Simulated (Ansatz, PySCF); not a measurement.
Stretching the B1–F2 bond in BFHI (SMILES FBI) (multiplicity 1 held, fragments rigid). Energies count from the point at 1.312 Å.
Geometry at that point (charge 0, multiplicity 1):
```xyz
4

B     -0.24475    -1.33346     0.80642
F      0.79230    -1.74376     1.49668
H     -1.26010    -1.94583     0.81786
I     -0.08768     0.45862    -0.34566
```

R- and RO- levels are restricted; in cc, def2 and unpolarised 6-31G sets they are followed outwards from rest. Unrestricted levels (U-) break spin symmetry where that is lower. Left out are points that failed, MP2 points that dive below the minimum, coupled-cluster points behind a jump of the amplitudes or a sharp parting from full CI or MRCI, small-basis points behind a change of solution, and semi-empirical points at long bonds. Levels need not reach the same state.

Cores are frozen in the correlated methods. Filled d and f shells under p-block atoms count as core. Rows in LANL2DZ carry no dispersion term and start afresh at each structure. LANL2DZ brings its own core potentials from Na on.

The values were computed with Ansatz (a first-principles code); PySCF for LANL2DZ rows.  In def2 rows elements past Kr take small-core potentials, without spin–orbit coupling.

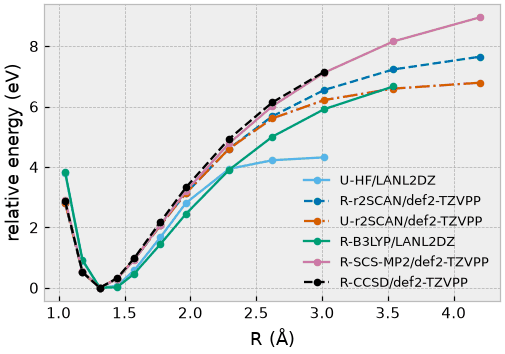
Relative energy along the coordinate

Question: Read off the R-B3LYP/LANL2DZ curve at R = 2.623.

Answer: about 5.0 eV

Doubts at one or more of the structures used: a spin-contaminated determinant (U-HF/LANL2DZ, U-r2SCAN/def2-TZVPP); a restricted determinant that unrestricted orbitals would lower (R-r2SCAN/def2-TZVPP, R-B3LYP/LANL2DZ, R-SCS-MP2/def2-TZVPP, R-CCSD/def2-TZVPP); T1 above 0.05 (R-CCSD/def2-TZVPP); other coupled-cluster roots lie near (R-CCSD/def2-TZVPP).
